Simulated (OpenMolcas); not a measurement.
# BH2O (SMILES B[O]) at 3 levels

Wanted: a comparison of 3 runs (UHF/STO-3G, U-r2SCAN/STO-3G, UB3LYP/STO-3G) of BH2O. 

The calculation is run with OpenMolcas 26.06.

## 1. The system as given

BH2O: 4 atoms, total charge 0, spin state doublet. As SMILES, `B[O]`. The B1–H3 distance was set to 1.514 Å, away from the relaxed value.

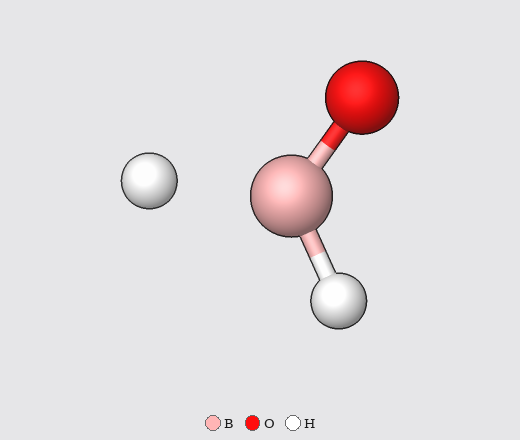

Viewed from a chosen angle; boron pink, oxygen red, hydrogen white.

## 2. The energy at UHF/STO-3G (run 1)

File run.inp:

```
>>> EXPORT MOLCAS_PRINT=2

&gateway
  baslib=$CurrDir
  basisset
  B.STO-3G....
  B1 0.261766 0.134045 -0.056774 angstrom
  End of Basis
  basisset
  O.STO-3G....
  O2 1.288166 -0.196455 0.635226 angstrom
  End of Basis
  basisset
  H.STO-3G....
  H3 -1.052600 -0.587700 0.151600 angstrom
  H4 0.346766 1.022845 -0.875274 angstrom
  End of Basis

&seward

&scf
  uhf
  spin=2
  thresholds=1e-10 1e-07 1e-07 1e-05
  prorbitals=1 1
```

The basis set STO-3G is read from a file made from the Basis Set Exchange's data (not shown).

Command:

```bash
$ export MOLCAS_MEM=1860
$ pymolcas run.inp > run.log
```

Output:

```text
--- Start Module: gateway ---
[...]
--- Stop Module: gateway /rc=_RC_ALL_IS_WELL_ ---
--- Start Module: seward ---
[...]
      Basis functions           12
--- Stop Module: seward /rc=_RC_ALL_IS_WELL_ ---
--- Start Module: scf ---
[...]
       Convergence after  20 Iterations
[...]
::    Total SCF energy                                -99.3370921260
[...]
      Total spin, S                                     0.5241100400
[...]
      Total electronic charge=   15.000000
      Total            charge=   -0.000000
[...]
      Dipole Moment (debye):
      Origin of the operator (angstrom)=    0.7848   -0.0423    0.3034
                   X= -1.2574E-01               Y=  1.2436E-01               Z= -1.6495E-01           Total=  2.4184E-01
      Quadrupole Moment (debye*angstrom):
[...]
--- Stop Module: scf /rc=_RC_ALL_IS_WELL_ ---
[...]
```

Run time: 1.6 s. Hardware: 1 thread of Arm Neoverse V2, shared host; peak memory 0.37 GiB.

## 3. A single-point energy at U-r2SCAN/STO-3G (run 2)

File run.input:

```
&GATEWAY
  BasLib=$CurrDir
  BasisSet
  B.STO-3G....
  B1 0.261766 0.134045 -0.056774 angstrom
  End of Basis
  BasisSet
  O.STO-3G....
  O2 1.288166 -0.196455 0.635226 angstrom
  End of Basis
  BasisSet
  H.STO-3G....
  H3 -1.052600 -0.587700 0.151600 angstrom
  H4 0.346766 1.022845 -0.875274 angstrom
  End of Basis

&SEWARD
  GridInput
  Grid=UltraFine
  End of Grid

&SCF
  UHF
  Spin=2
  KSDFT=2
  1.0 MGGA_X_R2SCAN
  1.0 MGGA_C_R2SCAN
  Thresholds=1e-10 1e-07 1e-07 1e-05
  PrOrbitals=1 1
```

The basis set STO-3G is read from a file made from the Basis Set Exchange's data (not shown).

Command:

```bash
$ export MOLCAS_MEM=1860
$ pymolcas run.input > run.log
```

Output:

```text
--- Start Module: gateway ---
[...]
--- Stop Module: gateway /rc=_RC_ALL_IS_WELL_ ---
--- Start Module: seward ---
[...]
      Basis functions           12
--- Stop Module: seward /rc=_RC_ALL_IS_WELL_ ---
--- Start Module: scf ---
[...]
       Convergence after  15 Iterations
[...]
::    Total KS-DFT energy                             -99.8228840514
[...]
      Total spin, S                                     0.5097824765
[...]
      Total electronic charge=   15.000000
      Total            charge=   -0.000000
[...]
      Dipole Moment (debye):
      Origin of the operator (angstrom)=    0.7848   -0.0423    0.3034
                   X= -3.6132E-01               Y=  7.5953E-02               Z= -2.0499E-01           Total=  4.2230E-01
      Quadrupole Moment (debye*angstrom):
[...]
--- Stop Module: scf /rc=_RC_ALL_IS_WELL_ ---
[...]
```

Wall time 6 s (1 thread of Arm Neoverse V2, shared host); peak memory 0.37 GiB.

## 4. A single-point energy at UB3LYP/STO-3G (run 3)

File run.inp:

```
&GATEWAY
BASLIB=$CurrDir
BASISSET
B.STO-3G....
B1 0.261766 0.134045 -0.056774 angstrom
End of Basis
BASISSET
O.STO-3G....
O2 1.288166 -0.196455 0.635226 angstrom
End of Basis
BASISSET
H.STO-3G....
H3 -1.052600 -0.587700 0.151600 angstrom
H4 0.346766 1.022845 -0.875274 angstrom
End of Basis
&SEWARD
GRIDINPUT
Grid=UltraFine
End of Grid
&SCF
UHF
SPIN=2
KSDFT=B3LYP
THRESHOLDS=1e-10 1e-07 1e-07 1e-05
PRORBITALS=1 1
```

The basis set STO-3G is read from a file made from the Basis Set Exchange's data (not shown).

Command:

```bash
$ export MOLCAS_MEM=1860
$ pymolcas run.inp > run.log
```

Output:

```text
--- Start Module: gateway ---
[...]
--- Stop Module: gateway /rc=_RC_ALL_IS_WELL_ ---
--- Start Module: seward ---
[...]
      Basis functions           12
--- Stop Module: seward /rc=_RC_ALL_IS_WELL_ ---
--- Start Module: scf ---
[...]
       Convergence after  15 Iterations
[...]
::    Total KS-DFT energy                             -99.8658786856
[...]
      Total spin, S                                     0.5073816704
[...]
      Total electronic charge=   15.000000
      Total            charge=   -0.000000
[...]
      Dipole Moment (debye):
      Origin of the operator (angstrom)=    0.7848   -0.0423    0.3034
                   X= -3.2135E-01               Y=  7.0439E-02               Z= -1.8507E-01           Total=  3.7746E-01
      Quadrupole Moment (debye*angstrom):
[...]
--- Stop Module: scf /rc=_RC_ALL_IS_WELL_ ---
[...]
```

It took 5.1 s on 1 thread of Arm Neoverse V2, shared host; peak memory 0.37 GiB.

## 5. The series

```csv
run,level,integration grid,energy (Eh),dipole moment (D),HOMO energy (eV),LUMO energy (eV),wall time
1,UHF/STO-3G,–,-99.337092,0.24,-10.55,6.31,1.6 s
2,U-r2SCAN/STO-3G,UltraFine,-99.822884,0.42,-5.49,-2.28,6 s
3,UB3LYP/STO-3G,UltraFine,-99.865879,0.38,-6.38,-1.64,5.1 s
```

## 6. Results

| quantity | value |
| --- | --- |
| run 3: total energy | -99.86588 Eh |
| run 3: dipole moment | 0.38 D |
| run 3: HOMO energy (highest over α and β) | -6.38 eV |
| run 3: LUMO energy (lowest over α and β) | -1.64 eV |
| run 3: ⟨S²⟩ | 0.765 |

What this shows: The dipole moment (its size) runs from 0.24 D (UHF/STO-3G) to 0.42 D (U-r2SCAN/STO-3G). Totals of different functionals can't be ranked against each other. In runs 1, 2, 3 the basis is minimal, so the values are rough. All runs together took 13 s, the longest 6 s.
